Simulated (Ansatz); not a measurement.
Saddle-point search, with input and output: BSiH₇O

System: BSiH₇O.
Method: RKS PBE0-D4/def2-TZVP (Ansatz 0.2.0).

The geometry is a guess of a transition state. The reaction was set up to form B1–O6 and Si2–H5 and to break B1–Si2 and H5–O6 (atoms counted from 1 in the order of the input); sticks are drawn by distance alone. Figures and captions count atoms from 1; the log counts them from 0 in places.

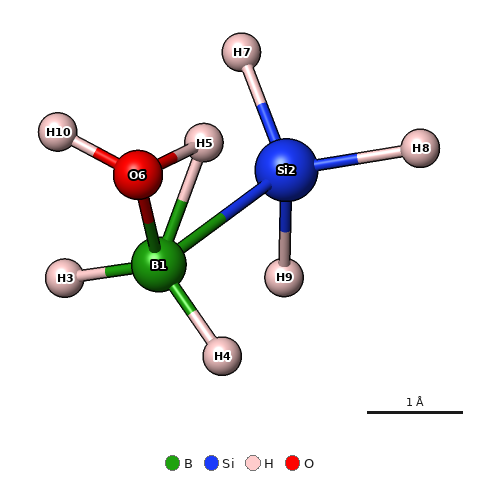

Figure 1. The starting structure (ball-and-stick view, seen at a tilt; atoms are numbered from 1 in the order of the input). Bond lengths as drawn: B–H 1.21 to 1.39 Å, B–O 1.58 Å, B–Si 2.17 Å, H–O 0.97 to 1.25 Å and H–Si 1.49 to 1.50 Å.

## Input
```yaml
crystal:
  periodic: [false, false, false]
  atoms:
    - {symbol: B, position_ang: [-0.820613, 0.388948, -0.332235]}
    - {symbol: Si, position_ang: [0.603550, -1.013325, 0.510201]}
    - {symbol: H, position_ang: [-0.917015, -0.015820, -1.470526]}
    - {symbol: H, position_ang: [-1.744486, 0.240025, 0.432423]}
    - {symbol: H, position_ang: [0.416351, 0.823987, 0.140155]}
    - {symbol: O, position_ang: [-0.211115, 1.838902, -0.225648]}
    - {symbol: H, position_ang: [1.907037, -1.224962, -0.199365]}
    - {symbol: H, position_ang: [0.884181, -0.918308, 1.976833]}
    - {symbol: H, position_ang: [-0.273872, -2.194419, 0.254739]}
    - {symbol: H, position_ang: [0.155881, 2.074973, -1.086677]}
basis:
  gaussian: {orbitals: def2-TZVP}
hamiltonian: {xc: pbe0, dispersion: d4}
saddle:
  f_tol: 0.01
  max_steps: 50
  order_check: false
  mode_guess:
    - [0.0326, 0.3996, -0.0540]
    - [0.1014, 0.0417, 0.0372]
    - [0.0630, -0.0264, 0.0551]
    - [0.1054, -0.0198, 0.0181]
    - [0.0068, -0.7700, 0.1395]
    - [-0.3159, 0.2200, -0.1493]
    - [0.0287, -0.0154, -0.0071]
    - [0.0077, 0.0018, 0.0238]
    - [-0.0193, 0.1155, -0.0232]
    - [-0.0103, 0.0530, -0.0402]
```

Hardware: 2 CPU threads, shared host.

## Log
```
Functional definition: PBE0
  name "PBE0"
  cite "Adamo & Barone, J. Chem. Phys. 110, 6158 (1999) doi:10.1063/1.478522"
  cite "Perdew, Burke & Ernzerhof, Phys. Rev. Lett. 77, 3865 (1996) doi:10.1103/PhysRevLett.77.3865"
  parent pbe
  parameter a = 0.25
  parameter kappa = 0.804
  parameter beta = 0.06672455060314922
  exchange = (1 - a)*pbe_x(kappa = kappa, mu = beta*pi^2/3) + a*exact_x
  correlation = pbe_c(beta = beta)
896 factors; their error is unknown
mean field evaluation 1: about -10704.1788 eV, gradient 4.5e1 eV
mean field evaluation 2: about -10699.3667 eV, gradient 6.8e1 eV
mean field evaluation 4: about -10707.9895 eV, gradient 2.6e0 eV
mean field evaluation 8: about -10708.0110 eV, gradient 1.4e-2 eV
mean field evaluation 16: about -10708.0443 eV, gradient 1.3e-5 eV
mean field -10708.04427535 eV, -393.5133689462 hartree, gradient 1.3e-5 eV, S^2 0.000000; 0 other end points of the search recorded, 0 dependent functions left out
the calculation of the forces begins
reference -10708.04430766 eV, -393.5133701333 hartree; 17, 17 occupied and 124, 124 virtual orbitals, 896 factors
these checks for a lower state are left out or cut short: stability, starts, cluster_reference, orbital_swaps, neighbouring_geometries, increment
896 factors; their error is unknown
mean field -10708.04617081 eV, -393.5134386031 hartree, gradient 2.4e-6 eV, S^2 0.000000; 0 other end points of the search recorded, 0 dependent functions left out
[... from here on the field's lines of each further geometry are left out, up to the last ...]
saddle step   1: F+E_penalty+E_count = -10708.16638593 eV  max|allowed force component| = 2.529e-1 eV/Å  curvature = -12.2176 eV/Å²  mode residual = 2.70e-1 eV/Å²  Δτ_max = 0.0000 Å  (1 rotations, 3 force calls, 68 SCF iters)  cluster: 3 rotations left out, max|force component along them| = 9.491e-8 eV/Å
saddle step   2: F+E_penalty+E_count = -10708.17127750 eV  max|allowed force component| = 8.949e-2 eV/Å  curvature = -12.1594 eV/Å²  mode residual = 1.59e-1 eV/Å²  Δτ_max = 0.0113 Å  (1 rotations, 3 force calls, 72 SCF iters)  cluster: 3 rotations left out, max|force component along them| = 4.546e-8 eV/Å
saddle step   3: F+E_penalty+E_count = -10708.17167388 eV  max|allowed force component| = 4.292e-2 eV/Å  curvature = -12.0910 eV/Å²  mode residual = 1.49e-1 eV/Å²  Δτ_max = 0.0091 Å  (1 rotations, 3 force calls, 72 SCF iters)  cluster: 3 rotations left out, max|force component along them| = 4.588e-8 eV/Å
saddle step   4: F+E_penalty+E_count = -10708.17188775 eV  max|allowed force component| = 3.189e-2 eV/Å  curvature = -12.0542 eV/Å²  mode residual = 1.29e-1 eV/Å²  Δτ_max = 0.0031 Å  (1 rotations, 3 force calls, 73 SCF iters)  cluster: 3 rotations left out, max|force component along them| = 4.637e-8 eV/Å
saddle step   5: F+E_penalty+E_count = -10708.17191511 eV  max|allowed force component| = 1.883e-2 eV/Å  curvature = -12.0221 eV/Å²  mode residual = 8.97e-2 eV/Å²  Δτ_max = 0.0015 Å  (1 rotations, 3 force calls, 65 SCF iters)  cluster: 3 rotations left out, max|force component along them| = 4.358e-8 eV/Å
saddle step   6: F+E_penalty+E_count = -10708.17195189 eV  max|allowed force component| = 4.396e-3 eV/Å  curvature = -11.9858 eV/Å²  mode residual = 1.27e-1 eV/Å²  Δτ_max = 0.0029 Å  (1 rotations, 12 force calls, 261 SCF iters)  cluster: 3 rotations left out, max|force component along them| = 4.675e-8 eV/Å
the calculation of the forces begins
reference -10708.05002318 eV, -393.5135801750 hartree; 17, 17 occupied and 124, 124 virtual orbitals, 896 factors
896 factors; their error is unknown
mean field evaluation 256: about -10708.0499 eV, gradient 1.0e-4 eV
mean field -10708.04986176 eV, -393.5135742428 hartree, gradient 8.0e-6 eV, S^2 0.000000; 1 other end points of the search recorded, 0 dependent functions left out
the calculation of the forces begins
reference -10708.04989401 eV, -393.5135754281 hartree; 17, 17 occupied and 124, 124 virtual orbitals, 896 factors
saddle step   7: F+E_penalty+E_count = -10708.17197998 eV  max|allowed force component| = 1.074e-3 eV/Å  curvature = -11.8679 eV/Å² (error put at 0.0094; -11.8772 at half of saddle.amplitude)  mode residual = 9.60e-2 eV/Å²  Δτ_max = 0.0073 Å  (1 rotations, 8 force calls, 176 SCF iters)  cluster: 3 rotations left out, max|force component along them| = 4.653e-8 eV/Å
```

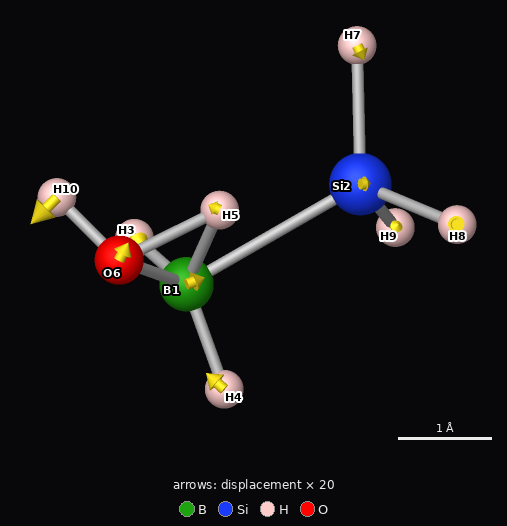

Figure 2. The starting structure with the displacements as yellow arrows, magnified 20 times (ball-and-stick view, seen at a tilt). The two geometries are laid on each other by the best rigid fit. H10 moves most after the best rigid fit: 0.020 Å. By element the largest moves are H 0.020 Å, B 0.011 Å, O 0.011 Å, Si 0.006 Å. Among the contacts that change: H5–O6 1.248 → 1.236 Å, B1–H3 1.212 → 1.200 Å, Si2–H7 1.499 → 1.491 Å, B1–O6 1.576 → 1.584 Å. (Atoms are counted from 1 in the order of the input.)

```
Total energy: -10708.17201223 eV, -393.5180631899 hartree
Atom 0 at    -0.816394     0.379224    -0.328730 Å, force     0.000120     0.000831    -0.000269 eV/Å
Atom 1 at     0.604081    -1.019418     0.512374 Å, force     0.000646    -0.000014     0.000339 eV/Å
Atom 2 at    -0.915939    -0.011200    -1.458702 Å, force    -0.000085    -0.000033     0.000144 eV/Å
Atom 3 at    -1.739659     0.244429     0.420891 Å, force    -0.000109    -0.000110     0.000094 eV/Å
Atom 4 at     0.417302     0.827828     0.134579 Å, force    -0.000021     0.000451     0.000001 eV/Å
Atom 5 at    -0.200720     1.835498    -0.225456 Å, force     0.000027    -0.000137    -0.001073 eV/Å
Atom 6 at     1.901139    -1.226154    -0.192904 Å, force     0.000111    -0.000134    -0.000011 eV/Å
Atom 7 at     0.881165    -0.923307     1.971365 Å, force     0.000014    -0.000203     0.000152 eV/Å
Atom 8 at    -0.270197    -2.192851     0.257174 Å, force    -0.000354    -0.000171    -0.000267 eV/Å
Atom 9 at     0.139121     2.085953    -1.090691 Å, force    -0.000348    -0.000481     0.000890 eV/Å
Dipole moment:     0.268586     0.161395    -0.233038 e Å
```

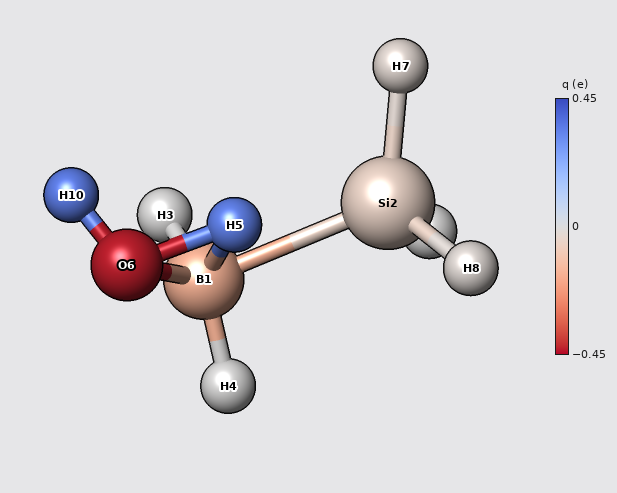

Figure 3. Mulliken charges, as the colour of each atom (ball-and-stick view, seen at a tilt; atoms are numbered from 1 in the order of the input). By element: B −0.16, Si −0.05, H −0.02 to +0.34 and O −0.43 e.

## Results in brief

| quantity | value |
| --- | --- |
| outcome | converged |
| total energy | −10708.1720 eV |
| mean-field energy | −10708.0499 eV |
| dispersion energy | −0.1221 eV |
| largest force (length of the vector) at the end | 0.001 eV/Å |
| dipole moment | 1.88 D |
| wall time | 71 s (CPU time 2 min) |
| peak memory | 0.29 GiB |

The order of the saddle point was not checked.
